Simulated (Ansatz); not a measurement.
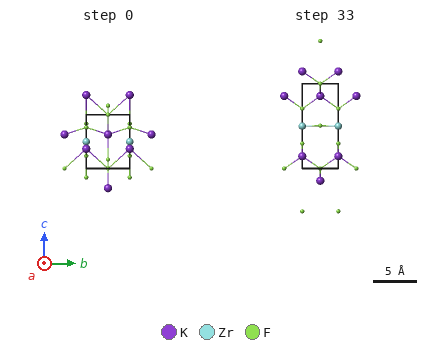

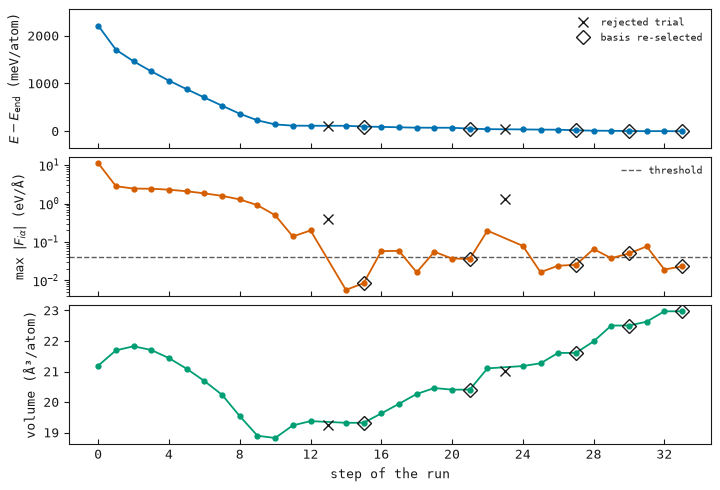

First and last geometry of a relaxation of solid K$_{2}$ZrF$_{5}$ (a generated structure, set up in P-4m2) (coarse preliminary run), with the history of the run. The picture is a ball-and-stick view of the cell of the calculation, seen along the a axis.

These are results of Ansatz 0.2.0, DFT PBE, scalar-relativistic, plane waves, PAW, not measurements.

The input:
```yaml
crystal:
  lattice:
    - [5.1557304, 0.0, 0.0]
    - [0.0, 5.1557304, 0.0]
    - [0.0, 0.0, 6.37822298]
  atoms:
    - { symbol: K, position: [0.0, 0.5, 0.6340623] }
    - { symbol: K, position: [0.5, 0.0, 0.3659377] }
    - { symbol: Zr, position: [0.0, 0.0, 0.5] }
    - { symbol: F, position: [0.0, 0.5, 0.16663889] }
    - { symbol: F, position: [0.5, 0.0, 0.83336111] }
    - { symbol: F, position: [0.0, 0.0, 0.23626529] }
    - { symbol: F, position: [0.0, 0.0, 0.76373471] }
    - { symbol: F, position: [0.5, 0.5, 0.0] }
basis:
  ecutwfc: 420
kpoints:
  mp_grid: { grid: [4, 4, 4] }
hamiltonian:
  xc: pbe
scf:
  occupations: { method: gaussian, width: 0.1 }
  lower_state_search: "off"
output:
  forces: true
  stress: true
  eigenvalues: true
relax:
  adjacent_minimum: "off"
  f_tol: 0.04
  max_steps: 70
  cell: { stress_tol: 0.4 }
```

Launched with:
```bash
ansatz run input.yaml --threads 1 --pin off --max-ram 2560MiB --backend cpu --events-out ev --progress --plain --runs-dir out
```

Q: Did the run converge, and what did it change?

A: It converged. Over 26 accepted moves (33 points after the start) the energy falls by 2212 meV per atom. Largest force component: 11 eV/Å at the start, 0.023 eV/Å at the end. The pressure goes from 13.43 to 0.04 GPa. The line search rejected the trial steps at points 13, 23 of the run. At 5 points the geometry stayed and the basis and grid were re-selected for the new cell (energy shift of 18.5 meV per atom at most each time). The largest moves relative to the cell, 3.40 Å, are those of F4 and F5. F5 goes along −c. Largest moves by element: F 3.40 Å, K 2.22 Å. Zr stays in place. The volume changes by +8.4 %, with a = b 5.156 → 4.276 Å (−17.1 %), c 6.378 → 10.051 Å (+57.6 %). Among the contacts that change: K1–F4 3.397 → 6.531 Å, K1–Zr3 2.716 → 4.162 Å, Zr3–F4 3.342 → 2.139 Å, K1–F8 3.478 → 2.586 Å. New bonds form, among them: Zr3–F4 (3.34 → 2.14 Å), Zr3–F5 (3.34 → 2.14 Å). Bond angles that change, for instance: K2–F6–Zr3 72.2° → 125.2°, F6–K2–F6 144.4° → 109.6°, K2–F6–K2 144.4° → 109.6°. The space group stays P-4m2 (No. 115). Cost: 9.4 min on 1 thread of Intel(R) Xeon(R) Processor @ 2.70GHz (shared host), peak memory 0.46 GiB.

| step | E − E(0), meV/atom | largest force component, eV/Å | pressure, GPa | volume, Å³/atom | note |
| --- | --- | --- | --- | --- | --- |
| 0 | 0.00 | 11.2259 | 13.43 | 21.193 |  |
| 1 | -504.52 | 2.8338 | 3.28 | 21.694 |  |
| 2 | -748.30 | 2.4534 | 0.69 | 21.828 |  |
| 3 | -957.91 | 2.4325 | -0.78 | 21.706 |  |
| 4 | -1152.24 | 2.2982 | -1.45 | 21.439 |  |
| 5 | -1332.18 | 2.0903 | -1.62 | 21.092 |  |
| 6 | -1505.72 | 1.8442 | -1.62 | 20.689 |  |
| 7 | -1677.55 | 1.5874 | -1.71 | 20.239 |  |
| 8 | -1845.89 | 1.2834 | -0.99 | 19.539 |  |
| 9 | -1984.99 | 0.9085 | 0.24 | 18.897 |  |
| 10 | -2069.88 | 0.4991 | 0.94 | 18.823 |  |
| 11 | -2095.84 | 0.1399 | 0.12 | 19.236 |  |
| 12 | -2097.90 | 0.1999 | -0.38 | 19.376 |  |
| 14 | -2098.48 | 0.0057 | 0.01 | 19.321 |  |
| 15 | -2114.66 | 0.0085 | 0.95 | 19.321 | same geometry, new basis |
| 16 | -2121.29 | 0.0580 | 0.55 | 19.627 |  |
| 17 | -2130.08 | 0.0590 | 0.34 | 19.942 |  |
| 18 | -2138.25 | 0.0163 | 0.21 | 20.265 |  |
| 20 | -2139.89 | 0.0371 | 0.03 | 20.407 |  |
| 21 | -2158.36 | 0.0365 | 1.22 | 20.407 | same geometry, new basis |
| 22 | -2169.23 | 0.1975 | 0.04 | 21.104 |  |
| 23 | -2164.76 | 1.2816 | 2.78 | 21.003 | rejected |
| 25 | -2178.63 | 0.0164 | 0.38 | 21.271 |  |
| 26 | -2180.53 | 0.0243 | -0.22 | 21.611 |  |
| 27 | -2193.51 | 0.0255 | 0.64 | 21.611 | same geometry, new basis |
| 28 | -2201.07 | 0.0656 | 0.44 | 21.988 |  |
| 29 | -2203.50 | 0.0380 | -0.06 | 22.507 |  |
| 31 | -2210.75 | 0.0767 | 0.70 | 22.633 |  |
| 32 | -2210.67 | 0.0193 | -0.03 | 22.973 |  |
| 33 | -2212.40 | 0.0233 | 0.04 | 22.973 | same geometry, new basis |

Limits of the set-up: an odd number of electrons was run without spin polarisation, which fails if the electron would localise.
